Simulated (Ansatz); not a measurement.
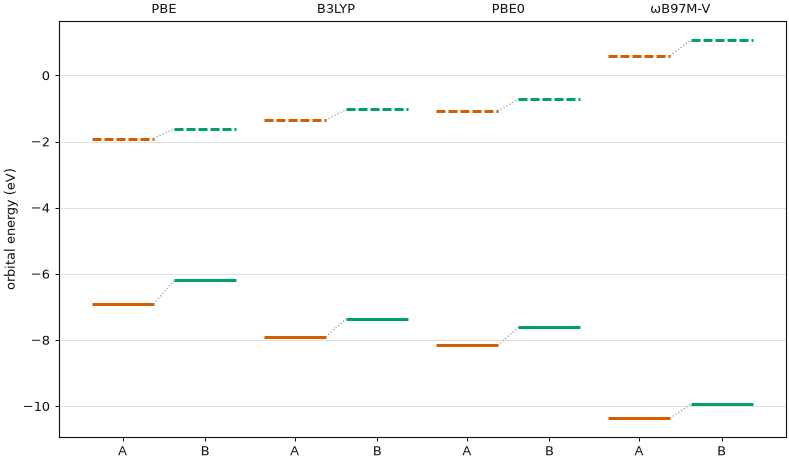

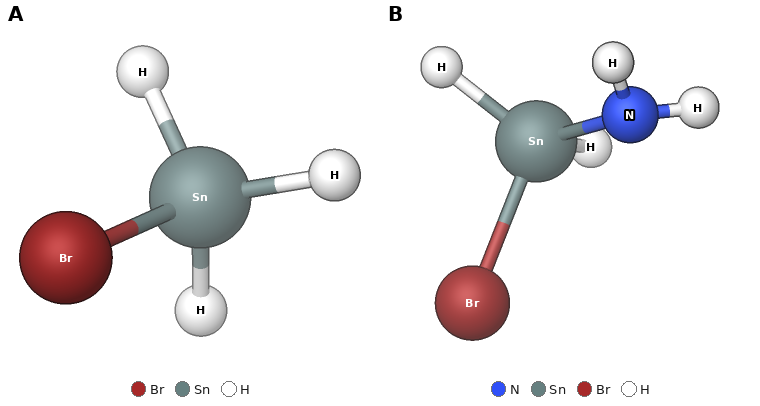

One change: A, SnH₃Br (SMILES [Br][SnH3]), becomes B, SnNH₄Br (SMILES [NH2][SnH2][Br]). H on Sn is replaced by NH₂. HOMO (solid) and LUMO (dashed) computed in def2-TZVPP at PBE0-D4/def2-TZVP geometries, both minima by their frequencies, gas phase, the Ansatz code 0.2.0. Empty levels above zero depend strongly on the basis.

What does the change do to HOMO and LUMO?

PBE: the HOMO rises by 0.70 eV, the LUMO rises by 0.29 eV, and the separation goes from 4.99 to 4.58 eV. B3LYP: the HOMO rises by 0.55 eV, the LUMO rises by 0.33 eV, and the separation goes from 6.55 to 6.33 eV. PBE0: the HOMO rises by 0.56 eV, the LUMO rises by 0.37 eV, and the separation goes from 7.08 to 6.89 eV. ωB97M-V: the HOMO rises by 0.42 eV, the LUMO rises by 0.47 eV, and the separation goes from 10.96 to 11.01 eV.

Do the functionals agree on the effect?

They agree on the direction for both levels; the HOMO shift lies between 0.42 and 0.70 eV and the LUMO shift between 0.29 and 0.47 eV, while the separations themselves differ by up to 6.4 eV between functionals.

Note: core potentials past krypton; spin-orbit coupling is left out, and with Sn it can shift these values.
